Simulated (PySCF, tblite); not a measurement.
# C₅H₁₂B₂S: geometry, infrared bands and NMR shifts

What infrared bands and NMR shifts should C₅H₁₂B₂S (`B[C@@H]1[C@H](B)[C@]1(C)SC`) show?

Computed with tblite 0.8.0 and PySCF 2.14.0, with density-fitted response routines of our own, on a single molecule in the gas phase. Atoms are numbered from 0 throughout.

### 1 The starting structure

20 atoms, charge 0, multiplicity 1; geometry from: force field or distance geometry start.

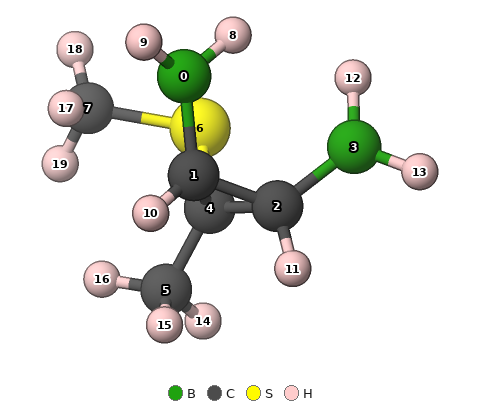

As it starts; boron green, carbon dark grey, sulfur yellow, hydrogen pink, atoms numbered.

### 2 Relaxing the molecule with GFN2-xTB

The job: settings as JSON, then the geometry in Å.

```
{"job": {"kind": "relax", "xc": "GFN2-xTB", "basis": "xTB"}, "charge": 0, "multiplicity": 1}
B      0.244200     1.610300     1.080500
C     -0.116200     1.094100    -0.390900
C     -1.452200     0.448400    -0.533400
B     -2.515700     0.483200     0.612900
C     -0.254700    -0.425700    -0.486800
C      0.292100    -1.011700    -1.775700
S      0.241200    -1.263500     1.026300
C      2.068600    -1.132500     1.062000
H     -0.358000     1.153600     1.992600
H      0.847800     2.589000     1.288700
H      0.398600     1.553500    -1.239500
H     -1.892400     0.583400    -1.560200
H     -2.286800     0.373500     1.773200
H     -3.652000     0.616800     0.319500
H     -0.255100    -1.950200    -1.957900
H      0.114400    -0.264600    -2.559800
H      1.376300    -1.217500    -1.698300
H      2.272100    -0.093000     0.730500
H      2.475000    -1.352900     2.056700
H      2.447700    -1.783400     0.256500
```

Launch:

```sh
$ OMP_NUM_THREADS=1 python probes_run.py task.json out
```

The driver reads the jobs from task.json and runs them one after another.

The log of the run:

```text
step      E/eV     max force
  0    -611.26565    2.710
  1    -611.51117    1.210
  2    -611.63838    0.865
  3    -611.71387    0.682
  4    -611.76092    0.617
  5    -611.79889    0.421
  6    -611.82069    0.313
  7    -611.84440    0.456
  8    -611.86805    0.506
  9    -611.88905    0.399
 10    -611.90497    0.293
 11    -611.91665    0.225
 12    -611.92471    0.244
 13    -611.93079    0.208
 14    -611.93540    0.159
 15    -611.93908    0.137
 16    -611.94195    0.117
 17    -611.94426    0.099
 18    -611.94668    0.130
 19    -611.94961    0.132
 20    -611.95263    0.143
 21    -611.95510    0.116
 22    -611.95718    0.107
 23    -611.95945    0.136
 24    -611.96213    0.143
 25    -611.96462    0.109
 26    -611.96634    0.079
 27    -611.96760    0.088
 28    -611.96903    0.103
 29    -611.97062    0.097
 30    -611.97195    0.085
 31    -611.97288    0.069
 32    -611.97373    0.070
 33    -611.97481    0.088
 34    -611.97603    0.071
 35    -611.97703    0.067
 36    -611.97774    0.050
 37    -611.97842    0.064
 38    -611.97925    0.075
 39    -611.98012    0.058
 40    -611.98084    0.058
 41    -611.98143    0.052
 42    -611.98209    0.054
 43    -611.98295    0.070
 44    -611.98383    0.069
 45    -611.98448    0.051
 46    -611.98490    0.052
 47    -611.98523    0.046
 48    -611.98551    0.036
 49    -611.98576    0.036
 50    -611.98596    0.039
 51    -611.98613    0.031
 52    -611.98631    0.042
 53    -611.98654    0.046
 54    -611.98684    0.056
 55    -611.98723    0.070
 56    -611.98763    0.057
 57    -611.98795    0.051
 58    -611.98822    0.042
 59    -611.98848    0.042
 60    -611.98876    0.046
 61    -611.98897    0.031
 62    -611.98910    0.026
 63    -611.98918    0.023
 64    -611.98925    0.019
 65    -611.98932    0.018
 66    -611.98939    0.020
 67    -611.98946    0.024
 68    -611.98956    0.024
 69    -611.98969    0.025
 70    -611.98983    0.024
 71    -611.98996    0.030
 72    -611.99010    0.029
 73    -611.99028    0.029
 74    -611.99049    0.038
 75    -611.99066    0.036
 76    -611.99079    0.025
 77    -611.99093    0.027
 78    -611.99110    0.031
 79    -611.99127    0.025
 80    -611.99137    0.022
 81    -611.99143    0.022
 82    -611.99147    0.019
 83    -611.99155    0.018
 84    -611.99161    0.023
 85    -611.99166    0.018
 86    -611.99169    0.014
 87    -611.99172    0.013
 88    -611.99176    0.014
 89    -611.99180    0.015
 90    -611.99183    0.012
 91    -611.99185    0.011
 92    -611.99188    0.014
 93    -611.99192    0.017
 94    -611.99198    0.020
 95    -611.99203    0.022
 96    -611.99208    0.021
 97    -611.99214    0.018
 98    -611.99221    0.023
 99    -611.99227    0.023
100    -611.99231    0.016
101    -611.99234    0.015
102    -611.99237    0.015
103    -611.99240    0.014
104    -611.99242    0.013
105    -611.99244    0.012
106    -611.99245    0.014
107    -611.99247    0.010
```

Wall time 1.4 s (1 thread of Arm Neoverse N1, shared host); peak memory 0.18 GiB.

The steps of the relaxation: (not every step is listed)

```
step  energy from step 0 (eV)  largest force (eV/Å)
   0                   0.0000                2.7099
   1                  -0.2455                1.2103
   2                  -0.3727                0.8652
   3                  -0.4482                0.6815
   4                  -0.4953                0.6175
   5                  -0.5332                0.4210
   6                  -0.5550                0.3130
   7                  -0.5787                0.4560
   8                  -0.6024                0.5057
  17                  -0.6786                0.0991
  26                  -0.7007                0.0788
  35                  -0.7114                0.0670
  44                  -0.7182                0.0693
  53                  -0.7209                0.0462
  62                  -0.7234                0.0260
  71                  -0.7243                0.0304
  80                  -0.7257                0.0224
  89                  -0.7261                0.0154
  98                  -0.7266                0.0234
 102                  -0.7267                0.0150
 103                  -0.7267                0.0139
 104                  -0.7268                0.0128
 105                  -0.7268                0.0124
 106                  -0.7268                0.0136
 107                  -0.7268                0.0098
```

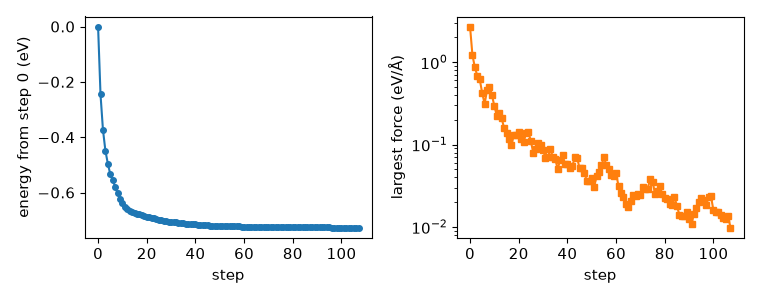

Energy and force, step by step.

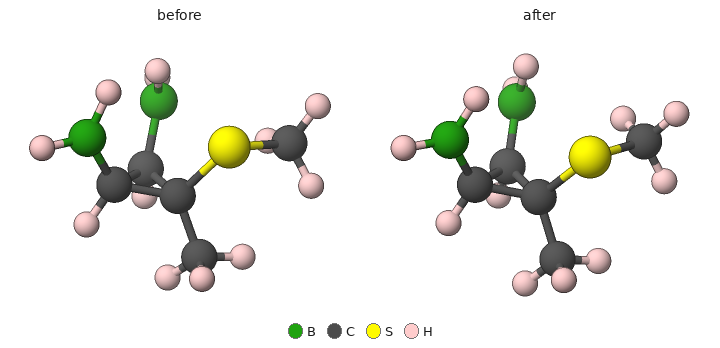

Before and after, at one scale.

Distances of close pairs at the start and the end, largest changes first:

```
  bond  before (Å)  after (Å)  change (Å)
 C1–C2       1.491      1.560      +0.069
 B0–C1       1.600      1.540      -0.060
C2–H11       1.125      1.088      -0.037
B3–H12       1.188      1.165      -0.023
 C2–B3       1.564      1.543      -0.021
C7–H17       1.110      1.089      -0.021
 C2–C4       1.483      1.504      +0.021
 C1–C4       1.529      1.509      -0.020
```

The final coordinates are the input of the step that follows.

### 3 Harmonic vibrations with GFN2-xTB

The job: settings as JSON, then the geometry in Å.

```
{"job": {"kind": "ir", "xc": "GFN2-xTB", "basis": "xTB"}, "charge": 0, "multiplicity": 1}
B      0.338899     1.779231     1.009365
C     -0.067049     1.098869    -0.311253
C     -1.455065     0.413383    -0.500258
B     -2.507610     0.373550     0.626970
C     -0.185427    -0.392849    -0.508602
C      0.276970    -0.989772    -1.815973
S      0.151431    -1.489650     0.887523
C      1.915161    -1.126986     1.126159
H      0.022222     1.352679     2.048364
H      1.002444     2.743813     0.957883
H      0.259436     1.598346    -1.221843
H     -1.842005     0.577478    -1.504170
H     -2.224750     0.110353     1.725807
H     -3.623755     0.590246     0.351064
H     -0.195524    -1.960168    -1.964128
H      0.021661    -0.344952    -2.655237
H      1.357094    -1.134553    -1.812340
H      2.033874    -0.056051     1.281892
H      2.226621    -1.674049     2.009492
H      2.490222    -1.458242     0.266250
```

The log of the run:

```text
mode    cm-1     km/mol
  1      69.2      1.75
  2      84.3      2.00
  3     132.6      1.02
  4     140.4      0.16
  5     158.2      0.44
  6     193.4      0.22
  7     208.4      0.26
  8     221.2      0.86
  9     232.5      0.41
 10     304.2      0.64
 11     321.6      1.95
 12     395.7      0.27
 13     417.0      0.68
 14     458.1      0.40
 15     578.2      0.50
 16     727.3      9.40
 17     756.8      3.27
 18     775.1      1.75
 19     814.1    129.76
 20     830.7     77.60
 21     851.4     82.98
 22     915.7     25.40
 23     921.1     14.75
 24     941.3      1.77
 25     950.0     15.43
 26    1007.8     15.22
 27    1029.0     54.70
 28    1074.6     13.10
 29    1099.0      2.48
 30    1110.1      3.14
 31    1138.1     22.19
 32    1200.2     49.21
 33    1222.1     81.55
 34    1280.1      6.01
 35    1312.4      1.83
 36    1323.6     28.12
 37    1397.6     83.76
 38    1408.4      3.73
 39    1447.6      6.15
 40    1451.9      3.27
 41    1482.2      3.54
 42    1490.6      2.26
 43    2631.3    142.69
 44    2647.6    125.05
 45    2686.3     75.52
 46    2708.8    121.32
 47    2984.4     22.39
 48    2992.2     17.95
 49    2997.1     62.86
 50    3007.5     30.81
 51    3017.3     49.54
 52    3022.8      5.60
 53    3024.4     20.85
 54    3063.9      4.44
```

Run time: 1.3 s. Hardware: 1 thread of Arm Neoverse N1, shared host; peak memory 0.18 GiB.

Which atoms move in the most intense modes:

```
cm⁻¹  km/mol                                 atoms
 814   129.8  H13 21 %, H12 19 %, B3 16 %, C4 10 %
 831    77.6   H8 21 %, H9 18 %, B0 15 %, H13 14 %
 851    83.0    H8 13 %, C4 13 %, H9 12 %, C1 11 %
1222    81.5  H9 19 %, H13 17 %, H8 15 %, H12 14 %
1398    83.8             C4 32 %, C2 27 %, C1 24 %
2631   142.7                               H9 85 %
2648   125.0                              H13 85 %
2709   121.3                              H12 80 %
```

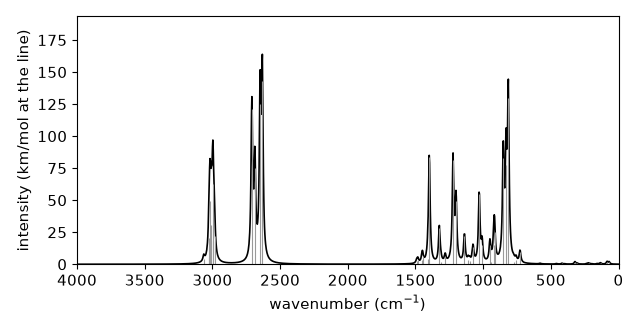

The infrared spectrum from these modes, unscaled. Lines are broadened to a width of 14 cm⁻¹ (Lorentzian).

### 4 NMR shieldings: PBE0/pcSseg-1

Settings changed since step 3:

```diff
@@ -1,2 +1,2 @@
-{"job": {"kind": "ir", "xc": "GFN2-xTB", "basis": "xTB"}, "charge": 0, "multiplicity": 1}
+{"job": {"kind": "nmr", "xc": "PBE0", "basis": "pcSseg-1"}, "charge": 0, "multiplicity": 1}
 B      0.338899     1.779231     1.009365
```

Method: GIAO PBE0/pcSseg-1 NMR shielding, non-relativistic, gas phase.

The log of the run:

```text
coarse grid: 16672 points
cycle   1  E = -644.9761112326  dE =  7.685e-01  |g| = 3.550e-01  |ddm| = 3.957e+00
cycle   2  E = -644.9853313722  dE = -9.220e-03  |g| = 3.373e-01  |ddm| = 7.377e-01
cycle   3  E = -645.0135611391  dE = -2.823e-02  |g| = 4.975e-02  |ddm| = 3.369e-01
cycle   4  E = -645.0139977274  dE = -4.366e-04  |g| = 2.675e-02  |ddm| = 7.538e-02
cycle   5  E = -645.0141706620  dE = -1.729e-04  |g| = 5.804e-03  |ddm| = 3.496e-02
cycle   6  E = -645.0141782941  dE = -7.632e-06  |g| = 2.655e-03  |ddm| = 9.948e-03
final grid: 154672 points
cycle   7  E = -645.0622981890  dE = -5.475e-05  |g| = 1.319e-02  |ddm| = 4.621e-02
cycle   8  E = -645.0622516503  dE =  4.654e-05  |g| = 1.887e-02  |ddm| = 3.544e-02
cycle   9  E = -645.0623429036  dE = -9.125e-05  |g| = 1.992e-03  |ddm| = 2.283e-02
cycle  10  E = -645.0623438850  dE = -9.815e-07  |g| = 3.886e-04  |ddm| = 2.346e-03
cycle  11  E = -645.0623439203  dE = -3.531e-08  |g| = 1.101e-04  |ddm| = 4.908e-04
cycle  12  E = -645.0623439234  dE = -3.020e-09  |g| = 3.209e-05  |ddm| = 1.541e-04
cycle  13  E = -645.0623439236  dE = -2.494e-10  |g| = 7.948e-06  |ddm| = 3.784e-05
converged SCF energy = -645.0623439236

GIAO shielding tensors (ppm)
atom      isotropic    diamagn.    paramagn.     s11        s22        s33       span
  0 B       12.024     193.863    -181.839    -58.235    -35.717    130.024    188.260
  1 C      138.108     254.483    -116.376     85.670    158.239    170.414     84.743
  2 C      133.237     255.535    -122.298     91.408    149.802    158.500     67.092
  3 B       12.224     192.997    -180.773    -57.162    -36.358    130.191    187.353
  4 C      122.539     252.186    -129.647     86.167    120.734    160.716     74.549
  5 C      153.509     245.511     -92.002    116.138    157.865    186.523     70.385
  6 S      475.328    1057.975    -582.647    339.841    392.743    693.402    353.561
  7 C      159.369     252.267     -92.899    133.755    162.288    182.063     48.308
  8 H       24.261      30.789      -6.528     15.456     26.855     30.473     15.017
  9 H       23.642      30.264      -6.622     16.998     26.027     27.901     10.903
 10 H       29.508      34.016      -4.508     24.144     27.605     36.774     12.630
 11 H       29.226      33.533      -4.307     23.705     27.122     36.852     13.147
 12 H       23.785      30.141      -6.356     15.150     25.737     30.466     15.316
 13 H       23.639      29.785      -6.146     17.144     26.407     27.365     10.221
 14 H       29.485      29.631      -0.146     25.417     27.142     35.897     10.480
 15 H       30.881      30.999      -0.119     25.973     28.224     38.446     12.473
 16 H       29.322      30.754      -1.433     24.603     28.409     34.953     10.351
 17 H       30.935      32.168      -1.233     26.499     30.098     36.207      9.709
 18 H       29.487      29.399       0.089     24.641     25.996     37.824     13.183
 19 H       28.995      31.008      -2.012     23.650     27.382     35.954     12.304
```

Wall time 78 s (1 thread of Arm Neoverse N1, shared host); peak memory 1 GiB.

Shifts follow as δ = σ(reference) − σ, with reference shieldings (ppm) from runs at the same level and on the same kind of geometry: 1H TMS 31.72, 13C TMS 186.9, 11B BF3·OEt2 100.1, 33S CS2 504. The references are single molecules in the gas phase. Atoms listed in one row are averaged.

```
           atoms                               environment  σ (ppm)  δ (ppm)  δ scaled to CDCl3
              C4                three-membered-ring carbon    122.5     64.4               56.5
          C1, C2                three-membered-ring carbon    135.7     51.3               48.1
              C5                             methyl carbon    153.5     33.4               30.7
              C7                 methyl carbon bonded to S    159.4     27.6               20.6
H8, H9, H12, H13           hydrogen on a boron bonded to C    23.83     7.89                  –
        H10, H11  hydrogen on a three-membered-ring carbon    29.37     2.35               2.32
   H17, H18, H19   hydrogen on a methyl carbon bonded to S    29.81     1.91               1.91
   H14, H15, H16               hydrogen on a methyl carbon    29.90     1.82               1.82
          B0, B3                    boron bonded to C, 2 H     12.1     87.9                  –
              S6                            sulfide sulfur      475       28                  –
```

The scaled column applies a straight-line fit of computed shieldings to shifts measured in CDCl3, with any fitted terms for Cl, Br or S neighbours (root-mean-square error 0.16 ppm for H, 1.9 ppm for C).

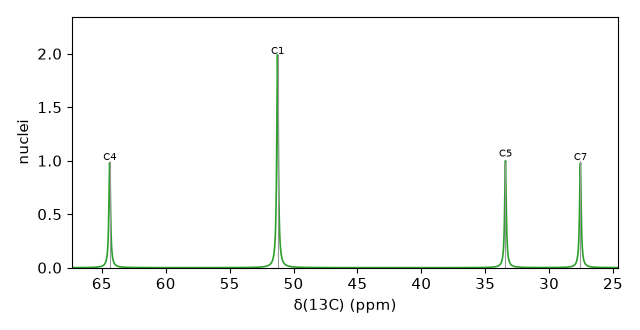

13C lines at the computed shifts, without couplings. Lines are broadened to a width of 0.15 ppm (Lorentzian).

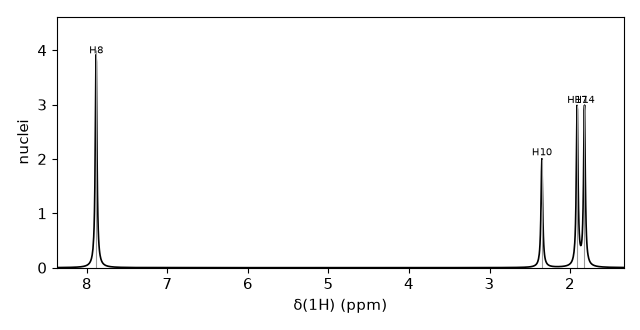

1H lines at the computed shifts, without couplings. Lines are broadened to a width of 0.02 ppm (Lorentzian).

Charges from the same density, by scheme (e):

```
 atoms  Mulliken    IAO  Hirshfeld  ESP fit
B0, B3      0.18   0.03       0.13     0.35
C1, C2     -0.30  -0.24      -0.10    -0.22
    C4     -0.49  -0.02       0.02     0.40
    C5     -0.08  -0.41      -0.12    -0.63
    S6      0.04   0.10       0.03    -0.24
    C7     -0.37  -0.49      -0.12    -0.30
```

Mulliken charges:

B0 0.15; C1 -0.30; C2 -0.30; B3 0.22; C4 -0.49; C5 -0.08; S6 0.04; C7 -0.37; H8 0.03; H9 0.01; H10 0.14; H11 0.14; H12 0.01; H13 0.00; H14 0.13; H15 0.10; H16 0.12; H17 0.15; H18 0.15; H19 0.15

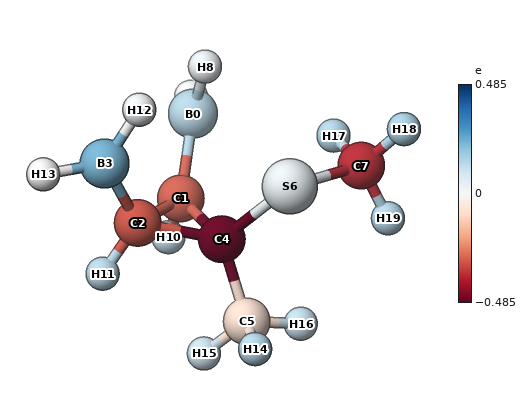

Mulliken charges, as colours on the atoms.

Mayer bond orders: B0–C1 1.03, C1–C2 0.82, C2–B3 1.02, C2–C4 0.88, C4–C5 1.03, C4–S6 1.07, S6–C7 1.00, C4–C1 0.83.

Ring of atoms C1, C2, C4: NICS(0) -40.8, NICS(1) -5.3, NICS(1)zz -20.7 ppm (means of both faces; NICS(1) differs between them: -7.3 and -3.3).

In rings of three or four atoms NICS is ruled by the nearby σ bonds, so it says little on aromaticity.

### 5 Summary of results

```
                                                                    quantity                       value
                                   strongest single infrared mode (GFN2-xTB)       2631 cm⁻¹, 143 km/mol
                                                zero-point energy (GFN2-xTB)               98.2 kcal/mol
     13C shifts against TMS (PBE0/pcSseg-1, means over atoms taken as alike)  64.4, 51.3, 33.4, 27.6 ppm
      1H shifts against TMS (PBE0/pcSseg-1, means over atoms taken as alike)  7.89, 2.35, 1.91, 1.82 ppm
11B shifts against BF3·OEt2 (PBE0/pcSseg-1, means over atoms taken as alike)                    87.9 ppm
                                      33S shifts against CS2 (PBE0/pcSseg-1)                      28 ppm
```

In words: The optimisation took 107 steps and gained 0.727 eV; among the close pairs (by a distance rule), C1–C2 changed most, from 1.491 to 1.560 Å. All 54 modes are real, so the xTB geometry is a minimum. The strongest single mode, at 2631 cm⁻¹, moves mainly H9. Unscaled tight-binding wavenumbers are off by several per cent, some by more. Its intensities can rank the bands wrongly. At PBE0/pcSseg-1: The largest span, 354 ppm, is at S6, where the paramagnetic term is -583 ppm.
